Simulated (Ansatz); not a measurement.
MgSe: pressure series

Take MgSe in the rock salt structure (space group Fm-3m, No. 225; a = 5.5080 Å) as the base.

Cell and atoms are relaxed at each pressure.

Method: PBE (Ansatz, a first-principles code; PAW; 420 eV plane waves; spin-orbit coupling left out).

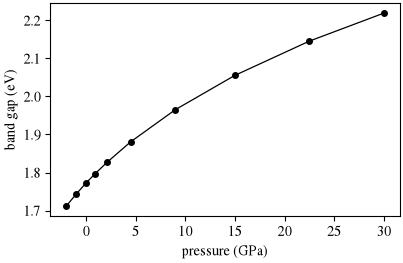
Fig. 1. Band gap against pressure

**Question.** From the plot, what is the band gap for pressure −2 GPa?

**Answer.** About 1.71 eV.

**Question.** Is the trend monotonic over the range shown?

**Answer.** Yes, it rises throughout, spanning 1.71 eV to 2.22 eV.

Load acts through the strain it causes; cell and atoms are relaxed under it. Stability against distortions was not tested. Competing high-pressure phases were not computed.
